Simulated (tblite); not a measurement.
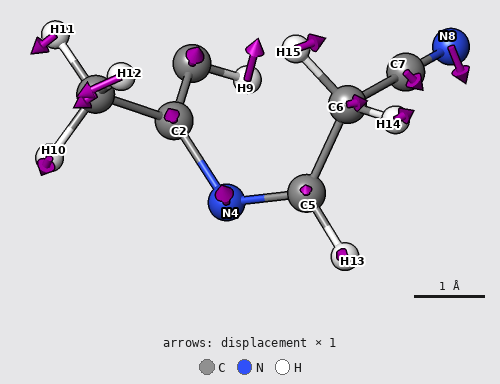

A relaxation of C6H7N2 (multiplicity 2). The starting structure is drawn; purple arrows show the displacements, at their true length. The two geometries are superimposed by the best rigid fit.

The picture is a ball-and-stick view, seen from a free direction.

Computed with GFN2-xTB geometry optimisation, gas phase in tblite 0.8.0. 

Question: What did the optimiser do to the structure, and how much energy did it gain?

Answer: An H atom moves most after the best rigid fit: 0.74 Å. By element the largest moves are H 0.74 Å, N 0.65 Å, C 0.44 Å. Near-neighbour distances that change, for instance: C–C 1.464 → 1.514 Å, C–N 1.298 → 1.252 Å, C–H 1.131 → 1.087 Å, C–C 1.478 → 1.440 Å. Among the angles between lasting bonds that change: C–C–H 118.6° → 137.0°, C–N–C 117.9° → 127.1°, C–C–C 116.8° → 124.9°. Groups turn about C–N by about 35°. Over 85 geometry steps the energy falls by 0.636 eV.
